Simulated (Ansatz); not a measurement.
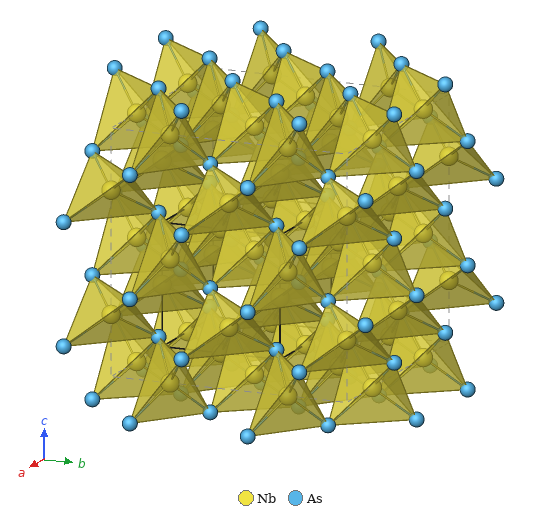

Polyhedra are drawn about Nb (bonds: As–Nb below 2.8 Å); other atoms are plain spheres.

System Nb3As4 (space group P-43m, No. 215); source of the atomic positions: the geometry relaxed with DFT PBE, scalar-relativistic, plane waves, PAW (Ansatz 0.2.0); the starting structure was generated, so it need not be a known form of this composition.

**What figure surrounds each Nb atom, and what does it share with the other drawn polyhedra?**

Nb: NbAs4 tetrahedron, sharing corners with eight neighbours.

**What is the connectivity of the polyhedra: isolated, groups, chains, layers or framework?**

They form a three-dimensional framework of corner-sharing tetrahedra.

**How far apart are the centres of linked polyhedra?**

Centre to centre across a shared corner: 3.91 Å.
